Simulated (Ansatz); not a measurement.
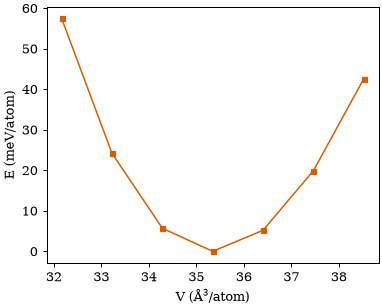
Fig. 1. LaSb (rock salt, Fm-3m) under volume change, plane-wave PAW r²SCAN (Ansatz code), scaled uniformly.

Q: What does a third-order Birch–Murnaghan fit give for V₀, B₀ and B′?

A: V₀ = 35.34 Å³/atom, B₀ = 55.0 GPa, B′ = 4.0.

The workflow started from an entry of the Crystallography Open Database (COD). Whether it is the stable phase at ambient conditions was not checked. The cell was relaxed with r²SCAN under the symmetry of its start; whether a distortion lowers the energy is not shown. Scalar-relativistic: spin–orbit coupling is off unless named, which matters more the heavier the elements.

Potentials: the later of the program's two PAW sets.
